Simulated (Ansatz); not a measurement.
ScAl3: response to strain

Consider ScAl3 in the Cu3Au type structure (space group Pm-3m, No. 221; a = 4.106 Å).

Strains are applied to the cell and any free atomic positions relax.

Level of theory: PBE (Ansatz, a program for electronic structure), scalar-relativistic without spin-orbit coupling.

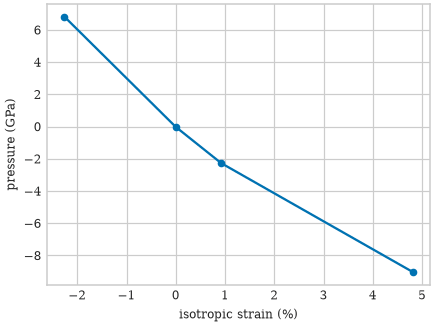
*Pressure against isotropic strain*

```json
[
 {"isotropic strain (%)": "-2.26", "pressure": "6.8 GPa"},
 {"isotropic strain (%)": "0.92", "pressure": "-2.3 GPa"},
 {"isotropic strain (%)": "4.81", "pressure": "-9.0 GPa"}
]
```

Stability against distortions was not tested. All final runs are without spin polarisation.
